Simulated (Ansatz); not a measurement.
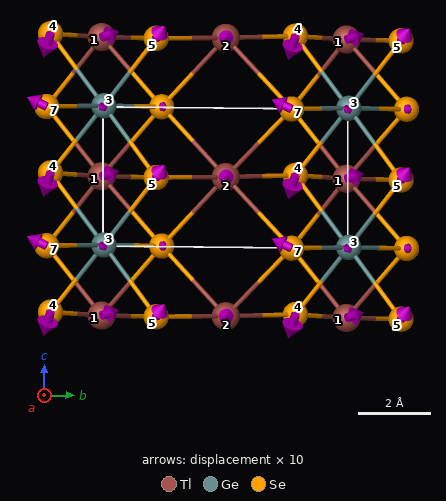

This is a relaxation of crystalline Tl2GeSe4 (built on the Li2MnBr4-65 type type). The starting structure is drawn; purple arrows show the displacements (the part carried along by the change of the cell is left out), 10 times their true length.

Style: ball-and-stick. Shown: the cell of the calculation, along the a axis.

Case: shaken.

Theory: Ansatz 0.2.0, DFT, PBEsol, plane waves, PAW. Settings: plane-wave cutoff 420 eV; k-point mesh 4 × 4 × 4; occupations fermi dirac; smearing width 0.05 eV; no spin polarisation; cell and atoms relaxed; force threshold 0.01 eV/Å; at most 120 steps.

Question: Describe the change and its energy.

Answer: After 5 accepted moves (6 points after the start) the energy has fallen by 10.4 meV per atom. The largest force component goes from 0.26 to 0.001 eV/Å. The pressure goes from 0.94 to 0.00 GPa. The SCF was repeated once at an unchanged geometry on a basis and grid sized afresh for the cell, which shifted the energy by less than 0.05 meV per atom at most. A Se atom moves most relative to the cell: 0.083 Å roughly along [−2 −1 −3]. By element the largest moves are Se 0.083 Å, Tl 0.058 Å, Ge 0.018 Å. The volume changes by +0.5 %, with a 6.986 → 6.981 Å (−0.1 %), b 7.075 → 6.981 Å (−1.3 %), c 3.869 → 3.974 Å (+2.7 %), α 90.5° → 90.0°, γ 105.8° → 107.3°. Among the contacts that change: Ge–Se 2.598 → 2.690 Å, Se–Tl 2.959 → 2.871 Å, Se–Tl 2.885 → 2.822 Å, Se–Tl 2.818 → 2.871 Å. Bond angles that change, for instance: Tl–Se–Tl 82.6° → 87.6°, Se–Tl–Se 82.6° → 87.6°, Se–Tl–Se 96.6° → 92.4°. The space group (tolerance 0.01 Å) goes from P1 (No. 1) to Cmmm (No. 65). Cost: 66 s on 4 threads of Arm Neoverse V2 (shared host), peak memory 0.72 GiB.

Limits of the set-up: the k-point mesh is coarse for a cell with partly filled bands.
